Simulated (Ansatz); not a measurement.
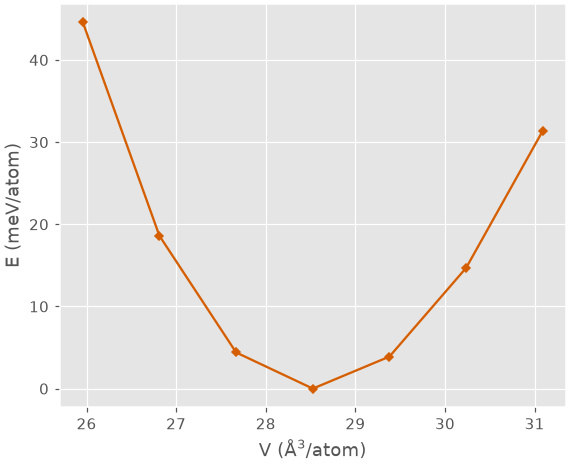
GaSb (zinc blende, F-43m) under volume change, DFT-PBEsol in the program Ansatz with PAW potentials, scaled uniformly.

### Question
What does a third-order Birch–Murnaghan fit give for V₀, B₀ and B′?

### Answer
V₀ = 28.53 Å³/atom, B₀ = 51.6 GPa, B′ = 4.8.

The PBEsol relaxation kept the symmetry of its start. Scalar-relativistic: spin–orbit coupling is off unless named, which matters more the heavier the elements.

Potentials: the later of the program's two PAW sets.
